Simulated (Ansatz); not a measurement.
# InF (SMILES [F][In]): levels of theory compared

Aim: a comparison of 6 runs (HF/STO-3G, r2SCAN0/def2-TZVPP, wB97X/def2-TZVPP, MP2/def2-TZVPP, CCSD/def2-TZVPP, CCSD(T)/def2-TZVPP) of InF. 

Program for the calculation: Ansatz 0.2.0.

36 further runs of the same task are left out: 36 set aside as unsound or not needed.

**1. The structure to begin with**

InF has 2 atoms, charge 0, and is taken as a singlet. As SMILES, `[F][In]`. The F1–In2 distance was set to 2.592 Å, away from the relaxed value.

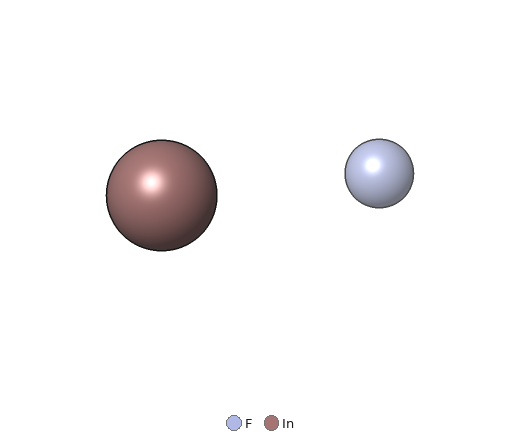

The structure, seen from a chosen angle (fluorine light blue, indium brown).

**2. The energy at HF/STO-3G (run 1)**

The input, in.yaml:

```yaml
crystal:
  periodic: [false, false, false]
  atoms:
    - {symbol: F, position_ang: [0.000000, 0.000000, -0.582220]}
    - {symbol: In, position_ang: [-0.000000, -0.000000, 2.009580]}
basis:
  gaussian: {orbitals: STO-3G}
hamiltonian: {xc: hf}
accuracy: high
output: {orbitals: {seedname: orbitals}}
```

Started as:

```console
$ ansatz run in.yaml --threads 1 --pin off --max-ram 3480MiB --events-out events.jsonl --progress --plain --runs-dir runs
```

Output:

```text
Warning: RAYON_NUM_THREADS=1 ignored (pool sized by the plan → 1); use --threads N
Functional definition: HF
  name "HF"
  exchange = exact_x
  correlation = 0
557 factors; integrals over basis functions are off by at most 6.3e-9 eV
mean field evaluation 1: about -157298.5372 eV, gradient 1.5e1 eV
mean field evaluation 2: about -157298.5777 eV, gradient 1.5e1 eV
mean field evaluation 4: about -157302.1273 eV, gradient 5.9e0 eV
mean field evaluation 8: about -157302.5568 eV, gradient 4.3e-2 eV
mean field -157302.54233226 eV, -5780.7618072177 hartree, gradient 7.2e-8 eV, S^2 0.000000; 0 other end points of the search recorded, 0 dependent functions left out
reference -157302.54233226 eV, -5780.7618072177 hartree; 29, 29 occupied and 3, 3 virtual orbitals, 557 factors
Total energy: -157302.54233226 eV, -5780.7618072177 hartree
```

Run time: 0.44 s. Hardware: 1 thread of Arm Neoverse V1, shared host.

**3. A single-point energy at r2SCAN0/def2-TZVPP (core potential) (run 2)**

The input, job.yaml:

```yaml
crystal:
  periodic: [false, false, false]
  atoms:
    - {symbol: F, position_ang: [0.000000, 0.000000, -0.582220]}
    - {symbol: In, position_ang: [-0.000000, -0.000000, 2.009580]}
basis:
  gaussian:
    orbitals: def2-TZVPP
output: {orbitals: {seedname: orbitals}}
accuracy: high
hamiltonian:
  xc: {name: r2SCAN0}
```

Started as:

```console
$ ansatz run job.yaml --threads 1 --pin off --max-ram 3480MiB --events-out events.jsonl --progress --plain --runs-dir runs
```

Output:

```text
Warning: RAYON_NUM_THREADS=1 ignored (pool sized by the plan → 1); use --threads N
Functional definition: r2SCAN0
  name "r2SCAN0"
  parameter a = 0.25
  parameter k0 = 0.174
  parameter k1 = 0.065
  parameter a1 = 4.9479
  exchange = (1 - a)*r2scan_x(k0 = k0, k1 = k1, a1 = a1) + a*exact_x
  correlation = r2scan_c
1311 factors; integrals over basis functions are off by at most 3.9e-9 eV
mean field evaluation 1: about -7887.1921 eV, gradient 4.9e1 eV
mean field evaluation 2: about -7623.2800 eV, gradient 2.2e2 eV
mean field evaluation 4: about -7891.5978 eV, gradient 4.6e0 eV
mean field evaluation 8: about -7891.6280 eV, gradient 4.0e-1 eV
mean field evaluation 16: about -7891.6283 eV, gradient 1.0e-5 eV
mean field -7891.62830426 eV, -290.0119910438 hartree, gradient 3.2e-8 eV, S^2 0.000000; 0 other end points of the search recorded, 0 dependent functions left out
reference -7891.62830513 eV, -290.0119910758 hartree; 15, 15 occupied and 66, 66 virtual orbitals, 1311 factors
Total energy: -7891.62830513 eV, -290.0119910758 hartree
```

Wall time 6.3 s (1 thread of Arm Neoverse V1, shared host); peak memory 0.22 GiB.

Runs 3 to 5 aren't shown in full; the table further down has their settings and results.

**4. The energy at CCSD(T)/def2-TZVPP (core potential) (run 6)**

The input, input.yaml:

```yaml
crystal:
  periodic: [false, false, false]
  atoms:
    - {symbol: F, position_ang: [0.000000, 0.000000, -0.582220]}
    - {symbol: In, position_ang: [-0.000000, -0.000000, 2.009580]}
basis:
  gaussian:
    orbitals: def2-TZVPP
correlation:
  method: ccsd_t
  frozen_orbitals: {F: 1, In: 4}
accuracy: high
scf:
  omitted_lower_state_checks: [cluster_reference, increment]
```

Started as:

```console
$ ansatz run input.yaml --threads 1 --pin off --max-ram 3480MiB --events-out events.jsonl --progress --plain --runs-dir runs
```

Output, cut to the lines that bear on the results:

```text
Warning: RAYON_NUM_THREADS=1 ignored (pool sized by the plan → 1); use --threads N
[... 2 set-up lines as earlier in the session ...]
[...]
1311 factors; integrals over basis functions are off by at most 3.9e-9 eV
[...]
mean field -7856.05437413 eV, -288.7046732243 hartree, gradient 5.4e-8 eV, S^2 0.000000; 2 other end points of the search recorded, 0 dependent functions left out
5 core orbitals not correlated: weight in the atoms' cores, before any rotation towards them, 1.000 or more for the frozen orbitals, at most 0.000 for the correlated occupied ones
reference -7856.05437413 eV, -288.7046732243 hartree; 10, 10 occupied and 66, 66 virtual orbitals, 1311 factors
second order -14.28265709 eV of doubles, -0.00000000 eV of singles
cycle   1  -13.59694820 eV  change    6.9e-1 eV  update   1.2e-1
[...]
cycle  25  -14.03606199 eV  change  -3.7e-10 eV  update   1.7e-9
perturbative correction -0.43045561 eV, -0.0158189518 hartree
Total energy: -7870.52089172 eV, -289.2363079402 hartree
Checks for a lower state left out: cluster_reference, increment
```

Run time: 7.2 s. Hardware: 1 thread of Arm Neoverse V1, shared host; peak memory 0.33 GiB.

**5. All runs side by side**

```csv
run,level,core potential,frozen core orbitals,energy (Eh),wall time
1,HF/STO-3G,none,–,-5780.761807,0.44 s
2,r2SCAN0/def2-TZVPP (core potential),def2-TZVPP,–,-290.011991,6.3 s
3,wB97X/def2-TZVPP (core potential),def2-TZVPP,–,-290.053280,11 s
4,MP2/def2-TZVPP (core potential),def2-TZVPP,5,-289.229551,2.4 s
5,CCSD/def2-TZVPP (core potential),def2-TZVPP,5,-289.220489,6 s
6,CCSD(T)/def2-TZVPP (core potential),def2-TZVPP,5,-289.236308,7.2 s
```

**6. What came out**

| quantity | value |
| --- | --- |
| run 6: total energy | -289.23631 Eh |
| run 6: correlation energy (5 core orbitals frozen) | -531.6 mEh |
| run 6: (T) correction | -15.82 mEh |
| run 6: T1 diagnostic | 0.021 |

What this shows: Over runs 1, 2, 3 the HOMO–LUMO gap runs from 5.23 eV (r2SCAN0/def2-TZVPP) to 9.28 eV (HF/STO-3G). The two ends differ in method and basis and core potential. Totals of different functionals can't be ranked against each other. Some runs of one species differ in core potentials or relativity; totals across that change don't compare. In run 1 the basis is minimal, so the values are rough. In run 1 relativity is left out where basis or elements ask for it. All runs together took 34 s, the longest 11 s.
